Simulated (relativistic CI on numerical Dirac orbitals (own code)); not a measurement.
**Ti³⁺: L2,3 absorption with charge transfer**

Aim: the L2,3 absorption spectrum of Ti³⁺ in a cubic metal-ligand cluster, for 5 values of Delta.

The numbers are computed with relativistic CI on numerical Dirac orbitals (own code) version 3 (charge-transfer multiplet model of a cubic metal-ligand cluster with up to 1 ligand holes, Slater and spin-orbit integrals from Dirac-Coulomb-Breit ions, Slater integrals scaled by 0.8), except any that are marked as measured or tabulated.

## Step 1: What is computed

```
ion                  : Ti³⁺ (Ti IV)
nuclear charge       : 22
electrons            : 19
d electrons          : 1
ligand holes at most : 1
parameters           : in eV; Veg, Vt2g hoppings, tenDq and tenDqL metal and ligand splittings (negative tenDq: tetrahedral), red the scaling of hopping with a core hole
temperature          : 300 K
widths               : Lorentz 0.4 eV, Gauss 0.3 eV
```

## Step 2: Delta = 4.8 eV

Settings of the run:

```ini
cluster ion=Ti3+ d1 ligand_holes=1 slater_scale=0.8
Delta=4.8 Udd=4.4 Upd=5.3 tenDq=1.35 tenDqL=0.8 Veg=3 Vt2g=-1.28 red=0.8
spectrum xas L2,3 T=300 lorentz=0.4 gauss=0.3
```

Command:

```
$ python run_levels.py task.json out
```

One command runs all members of the session, one after another, from task.json.

From the run's result record (rounded, not every field):

```text
{
  "status": "converged",
  "curve, one point in 4 above 2 % of the maximum [energy, intensity] [eV from the first main peak; 1/eV]": [
    [-5.1, 0.003994],
    [-4.7, 0.005746],
    [-4.3, 0.01],
    [-3.9, 0.02552],
    [-3.5, 0.0347],
    [-3.1, 0.02873],
    [-2.7, 0.03954],
    [-2.3, 0.0537],
    [-1.9, 0.06393],
    [-1.5, 0.06421],
    [-1.1, 0.06494],
    [-0.7, 0.1016],
    [-0.3, 0.1517],
    [0.1, 0.1741],
    [0.5, 0.08462],
    [0.9, 0.04282],
    [1.3, 0.07493],
    [1.7, 0.101],
    [2.1, 0.09431],
    [2.5, 0.05514],
    [2.9, 0.05813],
    [3.3, 0.07916],
    [3.7, 0.1018],
    [4.1, 0.1206],
    [4.5, 0.1207],
    [4.9, 0.1512],
    [5.3, 0.1787],
    [5.7, 0.1485],
    "... 9 more rows left out ..."
  ],
  "weights": [0.672418, 0.327582],
  "n_d": 1.32758,
  "n_eg": 0.260976,
  "ground_S": 0.500002,
  "ground_energy [eV]": -5.1725,
  "cluster_levels [E_eV, degeneracy, S, weight_dn]": [
    [1.599e-14, 4, 0.5, 0.6724],
    [0.02578, 2, 0.5, 0.6724],
    [1.893, 4, 0.5, 0.6851],
    [7.722, 2, 1.232, 1.293e-28],
    [7.722, 2, 1.498, 8.271e-08],
    [7.722, 4, 1.5, 2.946e-07],
    [7.722, 6, 1.368, 1.493e-09],
    [7.729, 4, 0.857, 0.0001075],
    [7.736, 2, 1.213, 0.0002696],
    [7.746, 6, 1.311, 3.783e-30],
    [7.753, 2, 0.941, 0.0003984],
    [7.753, 4, 1.409, 8.856e-05],
    [7.768, 4, 0.666, 0.0005515],
    [8.522, 2, 1.232, 6.092e-30],
    [8.522, 10, 1.498, 2.087e-07],
    [8.522, 8, 1.404, 5.626e-30],
    [8.526, 4, 0.7987, 0.0001358],
    [8.528, 2, 0.821, 2.197e-05],
    [8.539, 4, 1.34, 7.572e-05]
  ],
  "atomic [eV]": {"ground": {"F2dd": 6.57793, "F4dd": 4.09031, "zeta_d": 0.0171529}, "final": {"F2dd": 8.21287, "F4dd": 5.15417, "zeta_d": 0.0268978, "zeta_core": 3.74302, "F2cd": 4.49752, "G1cd": 3.27512, "G3cd": 1.85741}}
}
```

Wall time 2.1 s (1 thread of AMD EPYC 9R14, shared host); peak memory 0.2 GiB.

## Step 3: Delta = 1.8 eV

Settings of the run:

```ini
cluster ion=Ti3+ d1 ligand_holes=1 slater_scale=0.8
Delta=1.8 Udd=4.4 Upd=5.3 tenDq=1.35 tenDqL=0.8 Veg=3 Vt2g=-1.28 red=0.8
spectrum xas L2,3 T=300 lorentz=0.4 gauss=0.3
```

Results of the run:

```text
{
  "status": "converged",
  "curve, one point in 7 above 2 % of the maximum [energy, intensity] [eV from the first main peak; 1/eV]": [
    [-5, 0.003905],
    [-4.3, 0.008344],
    [-3.6, 0.03427],
    [-2.9, 0.03246],
    [-2.2, 0.05344],
    [-1.5, 0.06506],
    [-0.8, 0.0925],
    [-0.1, 0.1699],
    [0.6, 0.07791],
    [1.3, 0.06753],
    [2, 0.08715],
    [2.7, 0.05913],
    [3.4, 0.08409],
    [4.1, 0.117],
    [4.8, 0.1432],
    [5.5, 0.1521],
    [6.2, 0.09548],
    [6.9, 0.02351],
    [7.6, 0.01258],
    [8.3, 0.008294],
    [9, 0.00621],
    [9.7, 0.004981],
    [10.4, 0.00406]
  ],
  "weights": [0.568698, 0.431302],
  "n_d": 1.4313,
  "n_eg": 0.341196,
  "ground_S": 0.500003,
  "ground_energy [eV]": -6.30649,
  "cluster_levels [E_eV, degeneracy, S, weight_dn]": [
    [1.51e-14, 4, 0.5, 0.5687],
    [0.02575, 2, 0.5, 0.5687],
    [1.918, 4, 0.5, 0.5722],
    [5.856, 2, 1.232, 6.201e-30],
    [5.856, 2, 1.498, 8.283e-08],
    [5.856, 4, 1.5, 3.837e-07],
    [5.856, 6, 1.368, 2.418e-09],
    [5.863, 4, 0.8641, 0.0001172],
    [5.871, 2, 1.264, 0.0002799],
    [5.88, 6, 1.311, 1.753e-30],
    [5.887, 4, 1.422, 8.792e-05],
    [5.888, 2, 0.8775, 0.0005369],
    [5.904, 4, 0.6361, 0.0007037],
    [6.656, 2, 1.232, 1.387e-30],
    [6.656, 10, 1.499, 2.104e-07],
    [6.656, 8, 1.404, 1.246e-29],
    [6.66, 4, 0.8071, 0.0001699],
    [6.662, 2, 0.8218, 2.235e-05],
    [6.673, 4, 1.361, 8.587e-05]
  ],
  "atomic [eV]": {"ground": {"F2dd": 6.57793, "F4dd": 4.09031, "zeta_d": 0.0171529}, "final": {"F2dd": 8.21287, "F4dd": 5.15417, "zeta_d": 0.0268978, "zeta_core": 3.74302, "F2cd": 4.49752, "G1cd": 3.27512, "G3cd": 1.85741}}
}
```

It took 2.1 s on 1 thread of AMD EPYC 9R14, shared host; peak memory 0.21 GiB.

## Step 4: Delta = 3.8 eV

Settings of the run:

```ini
cluster ion=Ti3+ d1 ligand_holes=1 slater_scale=0.8
Delta=3.8 Udd=4.4 Upd=5.3 tenDq=1.35 tenDqL=0.8 Veg=3 Vt2g=-1.28 red=0.8
spectrum xas L2,3 T=300 lorentz=0.4 gauss=0.3
```

Results of the run:

```text
{
  "status": "converged",
  "curve, one point in 6 above 2 % of the maximum [energy, intensity] [eV from the first main peak; 1/eV]": [
    [-5.1, 0.003701],
    [-4.5, 0.006772],
    [-3.9, 0.02284],
    [-3.3, 0.03066],
    [-2.7, 0.03878],
    [-2.1, 0.05846],
    [-1.5, 0.06539],
    [-0.9, 0.07888],
    [-0.3, 0.1457],
    [0.3, 0.1394],
    [0.9, 0.04495],
    [1.5, 0.09365],
    [2.1, 0.09035],
    [2.7, 0.05544],
    [3.3, 0.07791],
    [3.9, 0.1072],
    [4.5, 0.1258],
    [5.1, 0.1729],
    [5.7, 0.1462],
    [6.3, 0.07043],
    [6.9, 0.02334],
    [7.5, 0.01167],
    [8.1, 0.007575],
    [8.7, 0.006632],
    [9.3, 0.00433]
  ],
  "weights": [0.639836, 0.360164],
  "n_d": 1.36016,
  "n_eg": 0.286337,
  "ground_S": 0.500002,
  "ground_energy [eV]": -5.51619,
  "cluster_levels [E_eV, degeneracy, S, weight_dn]": [
    [5.329e-15, 4, 0.5, 0.6398],
    [0.02577, 2, 0.5, 0.6398],
    [1.904, 4, 0.5, 0.65],
    [7.066, 2, 1.232, 1.371e-29],
    [7.066, 2, 1.498, 8.275e-08],
    [7.066, 4, 1.5, 3.176e-07],
    [7.066, 6, 1.368, 1.732e-09],
    [7.072, 4, 0.8593, 0.0001107],
    [7.08, 2, 1.229, 0.0002737],
    [7.09, 6, 1.311, 5.737e-30],
    [7.097, 4, 1.413, 8.846e-05],
    [7.097, 2, 0.9208, 0.0004391],
    [7.112, 4, 0.6559, 0.0005972],
    [7.866, 2, 1.232, 4.089e-30],
    [7.866, 10, 1.499, 2.093e-07],
    [7.866, 8, 1.404, 3.794e-30],
    [7.87, 4, 0.8012, 0.0001461],
    [7.872, 2, 0.8213, 2.21e-05],
    [7.883, 4, 1.347, 7.879e-05]
  ],
  "atomic [eV]": {"ground": {"F2dd": 6.57793, "F4dd": 4.09031, "zeta_d": 0.0171529}, "final": {"F2dd": 8.21287, "F4dd": 5.15417, "zeta_d": 0.0268978, "zeta_core": 3.74302, "F2cd": 4.49752, "G1cd": 3.27512, "G3cd": 1.85741}}
}
```

Wall time 2.1 s (1 thread of AMD EPYC 9R14, shared host); peak memory 0.21 GiB.

## Step 5: Delta = 5.8 eV

Settings of the run:

```ini
cluster ion=Ti3+ d1 ligand_holes=1 slater_scale=0.8
Delta=5.8 Udd=4.4 Upd=5.3 tenDq=1.35 tenDqL=0.8 Veg=3 Vt2g=-1.28 red=0.8
spectrum xas L2,3 T=300 lorentz=0.4 gauss=0.3
```

Results of the run:

```text
{
  "status": "converged",
  "curve, one point in 6 above 2 % of the maximum [energy, intensity] [eV from the first main peak; 1/eV]": [
    [-5.1, 0.003942],
    [-4.5, 0.007081],
    [-3.9, 0.02503],
    [-3.3, 0.02866],
    [-2.7, 0.03872],
    [-2.1, 0.06],
    [-1.5, 0.0646],
    [-0.9, 0.0795],
    [-0.3, 0.1504],
    [0.3, 0.1447],
    [0.9, 0.04216],
    [1.5, 0.09982],
    [2.1, 0.09477],
    [2.7, 0.05209],
    [3.3, 0.07595],
    [3.9, 0.119],
    [4.5, 0.1126],
    [5.1, 0.177],
    [5.7, 0.1601],
    [6.3, 0.06156],
    [6.9, 0.02058],
    [7.5, 0.01098],
    [8.1, 0.006544],
    [8.7, 0.007222]
  ],
  "weights": [0.702642, 0.297358],
  "n_d": 1.29736,
  "n_eg": 0.237336,
  "ground_S": 0.500001,
  "ground_energy [eV]": -4.86024,
  "cluster_levels [E_eV, degeneracy, S, weight_dn]": [
    [8.882e-15, 4, 0.5, 0.7026],
    [0.02579, 2, 0.5, 0.7026],
    [1.879, 4, 0.5, 0.7172],
    [8.41, 2, 1.232, 6.244e-30],
    [8.41, 2, 1.498, 8.266e-08],
    [8.41, 4, 1.5, 2.759e-07],
    [8.41, 6, 1.368, 1.301e-09],
    [8.416, 4, 0.8547, 0.0001045],
    [8.424, 2, 1.196, 0.000265],
    [8.434, 6, 1.311, 1.376e-29],
    [8.44, 2, 0.9602, 0.0003623],
    [8.441, 4, 1.404, 8.855e-05],
    [8.455, 4, 0.6763, 0.0005101],
    [9.21, 2, 1.232, 4.062e-30],
    [9.21, 10, 1.498, 2.081e-07],
    [9.21, 8, 1.404, 5.901e-30],
    [9.213, 4, 0.7963, 0.0001266],
    [9.216, 2, 0.8208, 2.185e-05],
    [9.227, 4, 1.334, 7.292e-05]
  ],
  "atomic [eV]": {"ground": {"F2dd": 6.57793, "F4dd": 4.09031, "zeta_d": 0.0171529}, "final": {"F2dd": 8.21287, "F4dd": 5.15417, "zeta_d": 0.0268978, "zeta_core": 3.74302, "F2cd": 4.49752, "G1cd": 3.27512, "G3cd": 1.85741}}
}
```

Wall time 2.1 s (1 thread of AMD EPYC 9R14, shared host); peak memory 0.21 GiB.

## Step 6: Delta = 7.8 eV

Settings of the run:

```ini
cluster ion=Ti3+ d1 ligand_holes=1 slater_scale=0.8
Delta=7.8 Udd=4.4 Upd=5.3 tenDq=1.35 tenDqL=0.8 Veg=3 Vt2g=-1.28 red=0.8
spectrum xas L2,3 T=300 lorentz=0.4 gauss=0.3
```

Results of the run:

```text
{
  "status": "converged",
  "curve, one point in 6 above 2 % of the maximum [energy, intensity] [eV from the first main peak; 1/eV]": [
    [-5.2, 0.00387],
    [-4.6, 0.006895],
    [-4, 0.02441],
    [-3.4, 0.02806],
    [-2.8, 0.03737],
    [-2.2, 0.06045],
    [-1.6, 0.06476],
    [-1, 0.07685],
    [-0.4, 0.1496],
    [0.2, 0.1549],
    [0.8, 0.04106],
    [1.4, 0.0965],
    [2, 0.09733],
    [2.6, 0.04721],
    [3.2, 0.07269],
    [3.8, 0.1222],
    [4.4, 0.1144],
    [5, 0.1698],
    [5.6, 0.1692],
    [6.2, 0.06239],
    [6.8, 0.01821],
    [7.4, 0.01021],
    [8, 0.005943],
    [8.6, 0.007327],
    [9.2, 0.0037]
  ],
  "weights": [0.755655, 0.244345],
  "n_d": 1.24434,
  "n_eg": 0.195637,
  "ground_S": 0.500001,
  "ground_energy [eV]": -4.3202,
  "cluster_levels [E_eV, degeneracy, S, weight_dn]": [
    [3.553e-15, 4, 0.5, 0.7557],
    [0.02581, 2, 0.5, 0.7556],
    [1.848, 4, 0.5, 0.7722],
    [9.87, 2, 1.232, 3.178e-30],
    [9.87, 2, 1.498, 8.258e-08],
    [9.87, 4, 1.5, 2.48e-07],
    [9.87, 6, 1.368, 1.013e-09],
    [9.876, 4, 0.8504, 9.87e-05],
    [9.883, 2, 1.165, 0.0002545],
    [9.894, 6, 1.311, 1.25e-28],
    [9.899, 2, 0.9956, 0.0003016],
    [9.9, 4, 1.394, 8.819e-05],
    [9.914, 4, 0.6973, 0.0004383],
    [10.67, 2, 1.232, 2.868e-29],
    [10.67, 10, 1.498, 2.07e-07],
    [10.67, 8, 1.404, 1.932e-29],
    [10.67, 4, 0.7921, 0.0001105],
    [10.68, 2, 0.8203, 2.16e-05],
    [10.69, 4, 1.322, 6.804e-05]
  ],
  "atomic [eV]": {"ground": {"F2dd": 6.57793, "F4dd": 4.09031, "zeta_d": 0.0171529}, "final": {"F2dd": 8.21287, "F4dd": 5.15417, "zeta_d": 0.0268978, "zeta_core": 3.74302, "F2cd": 4.49752, "G1cd": 3.27512, "G3cd": 1.85741}}
}
```

Wall time 2.1 s (1 thread of AMD EPYC 9R14, shared host); peak memory 0.21 GiB.

## Step 7: The spectra side by side

| run | d count | weight without ligand hole | ground S | up to four highest peaks (% of the highest), eV from the first main peak |
| --- | --- | --- | --- | --- |
| Delta = 4.8 eV | 1.33 | 0.67 | 0.50 | 0.0 (100), 1.6 (57), 4.3 (67), 5.3 (99) |
| Delta = 1.8 eV | 1.43 | 0.57 | 0.50 | 0.0 (100), 1.8 (51), 4.4 (81), 5.3 (89) |
| Delta = 3.8 eV | 1.36 | 0.64 | 0.50 | 0.0 (100), 1.7 (56), 4.4 (69), 5.2 (97) |
| Delta = 5.8 eV | 1.30 | 0.70 | 0.50 | 0.0 (99), 1.6 (59), 4.1 (71), 5.2 (100) |
| Delta = 7.8 eV | 1.24 | 0.76 | 0.50 | 0.0 (97), 1.6 (58), 4.0 (76), 5.3 (100) |

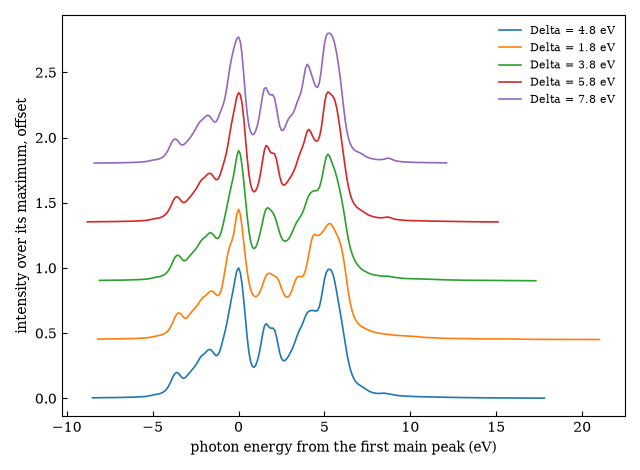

The spectra, each scaled to its maximum and offset.

## Step 8: Results

```
                           quantity         value
                            d count  1.24 to 1.43
ground spin (effective S from ⟨S²⟩)          0.50
```

From Delta = 1.8 eV to Delta = 7.8 eV the ground-state d count goes from 1.43 to 1.24. In the first run d1 holds 67 % of the ground state. The space is cut at the given number of ligand holes while the last configuration still holds over a tenth of the ground state. The cluster parameters are drawn, not fitted to a compound.
